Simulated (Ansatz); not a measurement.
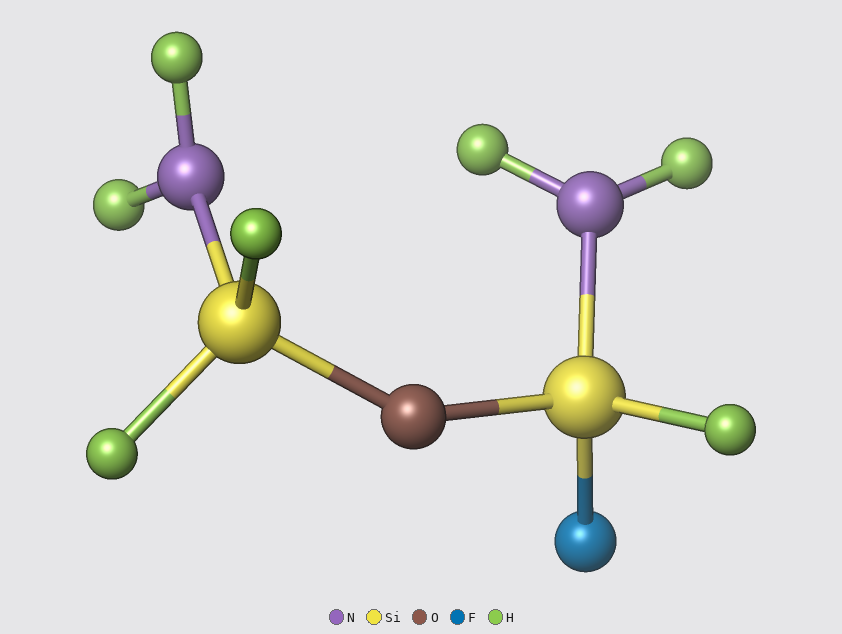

The geometry was computed by an optimisation with PBE0-D4/def2-TZVP. No frequency run is at hand to confirm it as a minimum.

Draw it as a skeletal formula.

SMILES: N[SiH2]O[Si@H](N)F

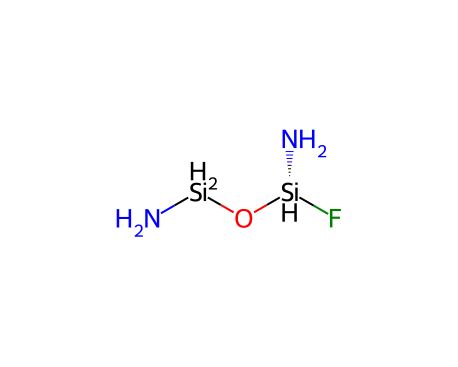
